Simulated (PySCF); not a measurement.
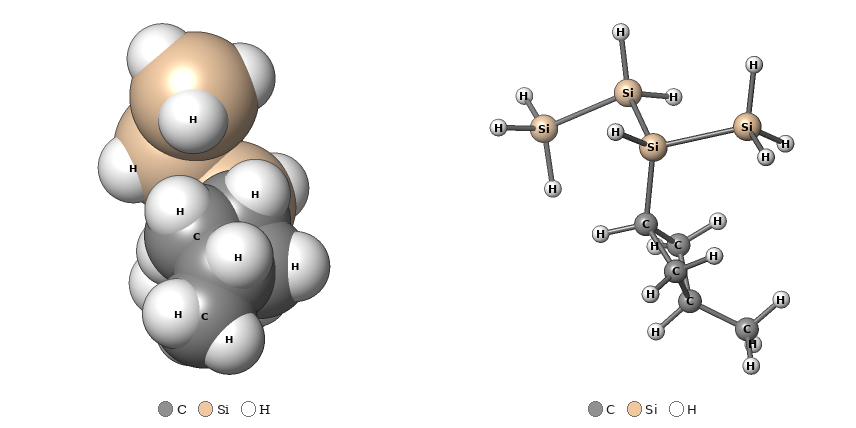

The same structure drawn twice, from different directions.

The geometry was computed by an optimisation with PBE0-D3(BJ)/def2-SVP. No frequency run is at hand to confirm it as a minimum.

**Give the formula.**

C₅H₁₈Si₄, 27 atoms: 5 carbon, 18 hydrogen and 4 silicon.

**Write the SMILES.**

C[C@H]1C[C@@H]([Si@@H]([SiH3])[SiH2][SiH3])C1

More results for the same structure follow; atom numbers are the same in all pictures, views and colours differ.

Shape

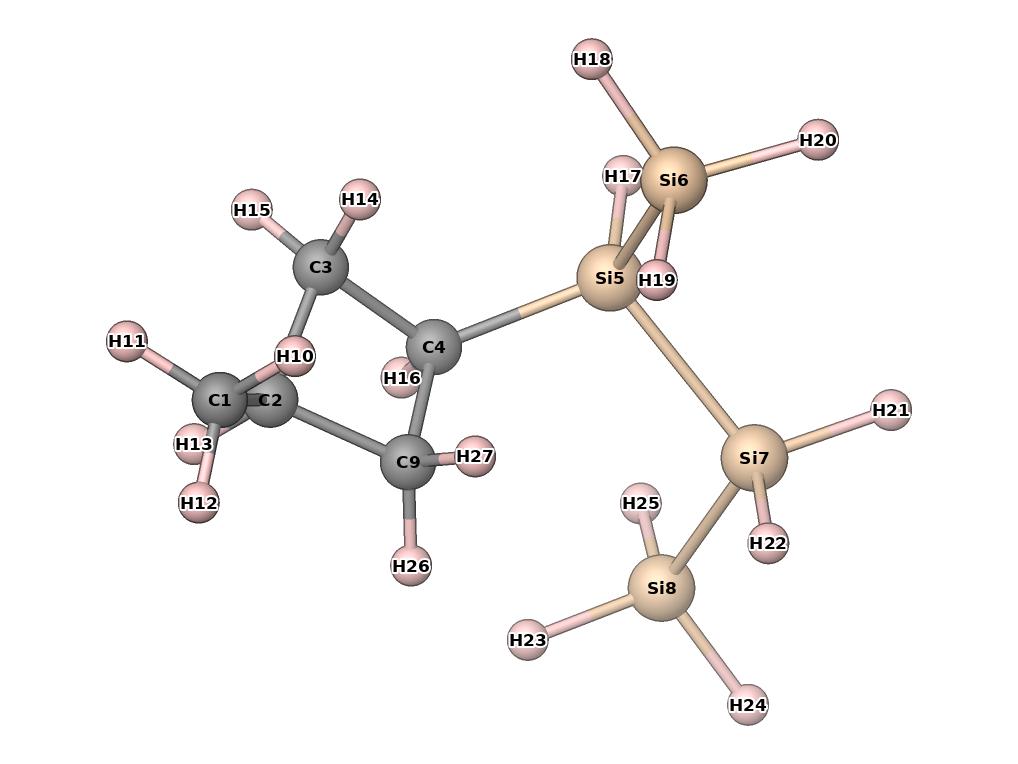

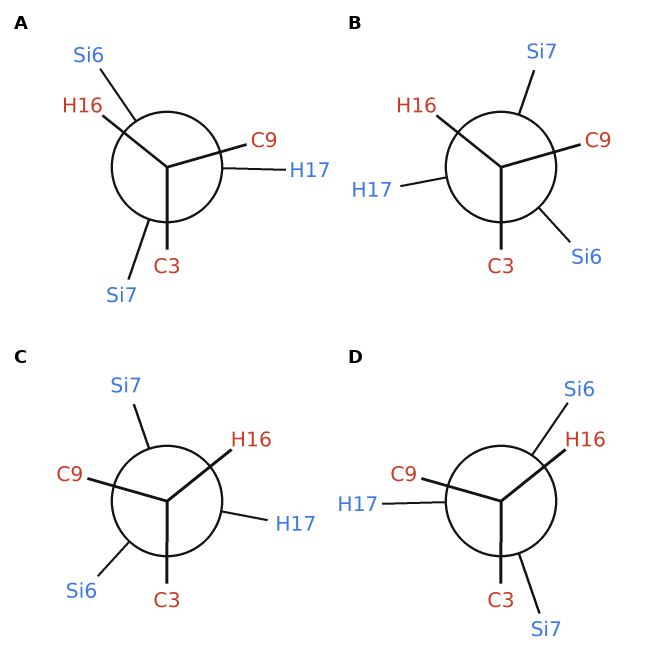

Distant atoms are faded towards the background colour. Bonds that would overlap in a projection are set slightly apart. No frequency run is at hand to confirm it as a minimum.

**Which Newman projection shows the view along C4–Si5, with C4 in front?**

C. The torsion angle C3–C4–Si5–Si6 is 43°, synclinal (gauche).

NMR shielding

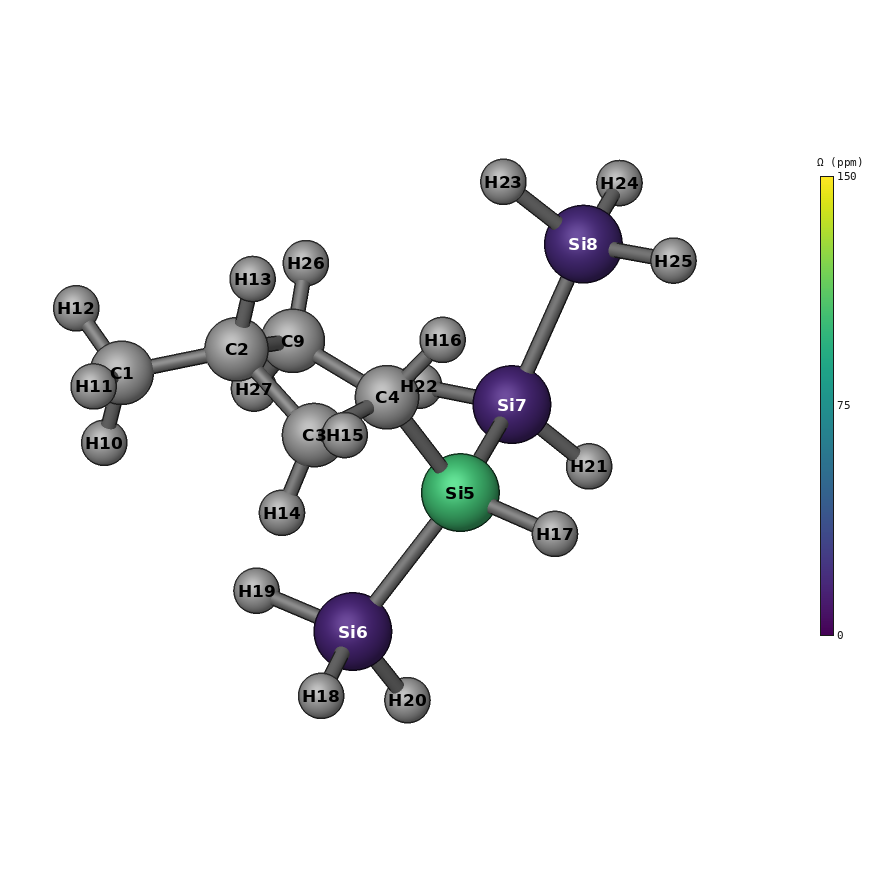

The Si atoms are coloured by the span of their shielding tensor. No frequency run is at hand to confirm it as a minimum. Level of theory: GIAO CAM-B3LYP/pcSseg-1 NMR shielding, non-relativistic, gas phase (PySCF 2.14.0). Principal shieldings σ11 ≤ σ22 ≤ σ33, span Ω = σ33 − σ11, skew κ = 3(σiso − σ22)/Ω.

**Which Si atom has the most anisotropic shielding?**

Si5, with a span of 104 ppm.

Give the shielding tensors of the Si atoms.

```tsv
atom	σ11	σ22	σ33	σiso	Ω	κ
Si5	365.3	397.0	469.0	410.4	103.7	0.39
Si6	446.7	452.8	462.0	453.8	15.4	0.20
Si7	449.7	461.7	466.1	459.1	16.4	−0.46
Si8	441.9	446.9	460.0	449.6	18.0	0.45
```

Shieldings and span in ppm.

Ring current

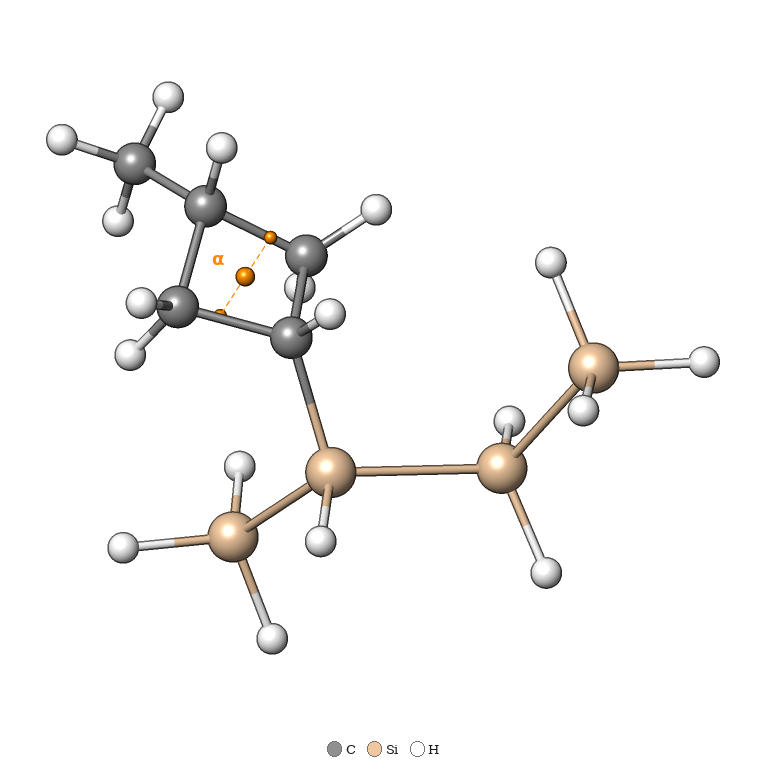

The small points mark where nucleus-independent chemical shifts (NICS) were computed: at the centre of each lettered ring and 1 Å above and below it. No frequency run is at hand to confirm it as a minimum. Properties computed with GIAO CAM-B3LYP/pcSseg-1 NMR shielding, non-relativistic, gas phase (PySCF 2.14.0).

Give NICS(0), NICS(1) and the out-of-plane component NICS(1)zz for each ring (means of the two sides).

```
ring  members  NICS(0)  NICS(1)  NICS(1)zz
   α       C4     −1.5     −1.4        3.8
```

Values in ppm.

Electronic properties

No frequency run is at hand to confirm it as a minimum. Properties computed with PBE0/pcSseg-1, gas phase (PySCF 2.14.0).

Predict the main results.

- dipole moment: 1.22 D
- HOMO energy (Kohn–Sham orbital): −7.52 eV
- LUMO energy (Kohn–Sham orbital): −0.38 eV
- HOMO–LUMO gap: 7.14 eV
